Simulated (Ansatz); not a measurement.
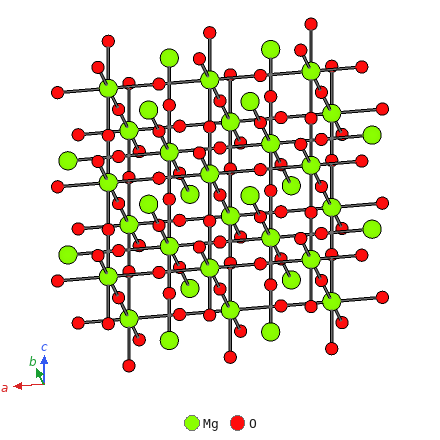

The compound is MgO3 (space group Im-3m, No. 229), taken as coordinates from a relaxation with DFT PBE, scalar-relativistic, plane waves, PAW (Ansatz 0.2.0); the starting structure was generated, so it need not be a known form of this composition.

Bonds are taken as Mg–O below 2.3 Å; no other contact counts. Simplification: prune 0- and 1-connected atoms, fold 2-connected ones into links.

What kind of net remains, and which atoms are its nodes?

A uninodal 6-connected, three-periodic net: Mg is a 6-connected node. O becomes part of the edges.

Does the net have a name?

It is the pcu net, known from NaCl, ReO3 and the B-X framework of perovskite.

Is the net interpenetrated?

Two identical nets interpenetrate without a bond between them.

How many nodes does the smallest cycle have?

Four.

Give the first four terms of the coordination sequence (nodes one, two, three … edges away).

Mg: 6, 18, 38, 66.

The simplified net, drawn on the atoms' positions. Colours tell the separate nets apart. Short stubs are edges that leave the cut-out.

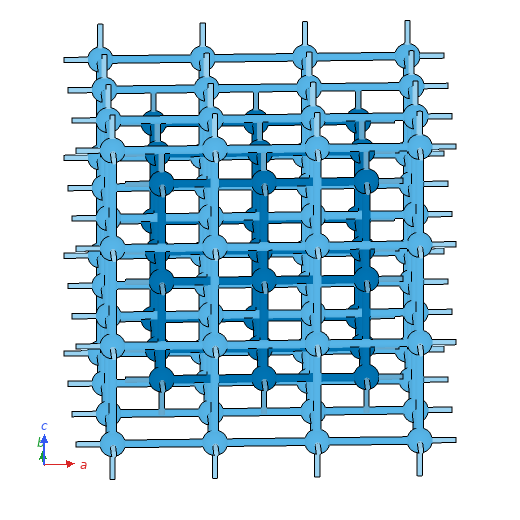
